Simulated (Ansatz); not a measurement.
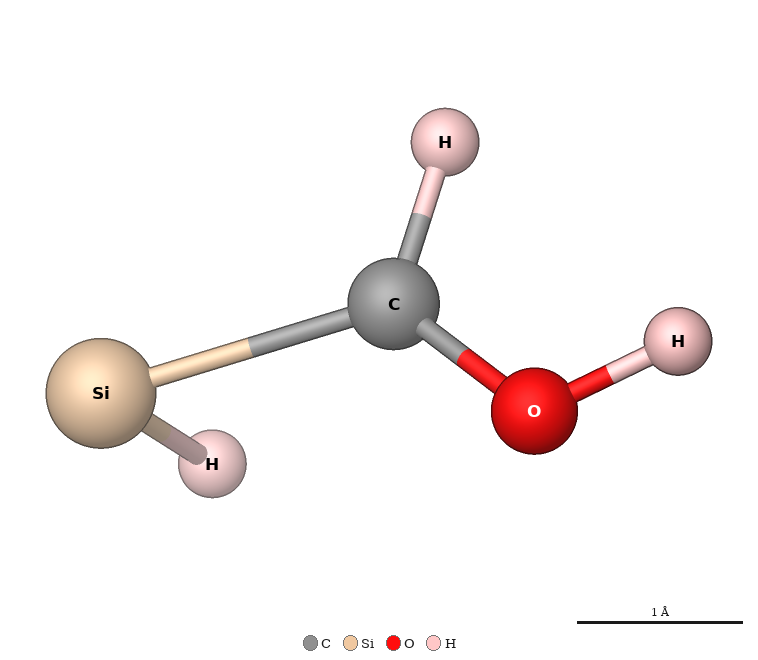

Atoms fade into the background with distance from the viewer. The species has charge +1 and is a spin singlet. The computed structure is the end point of a PBE0-D4/def2-TZVP optimisation. No frequency run is at hand to confirm it as a minimum. Masses are those of the most abundant isotopes; constants are for the rigid equilibrium geometry.

**What kind of rotor is it, and what are its rotational constants in GHz?**

An asymmetric top (C1): A = 56.2, B = 5.23, C = 4.99 GHz. Ray's parameter κ is −0.99, close to the prolate limit.
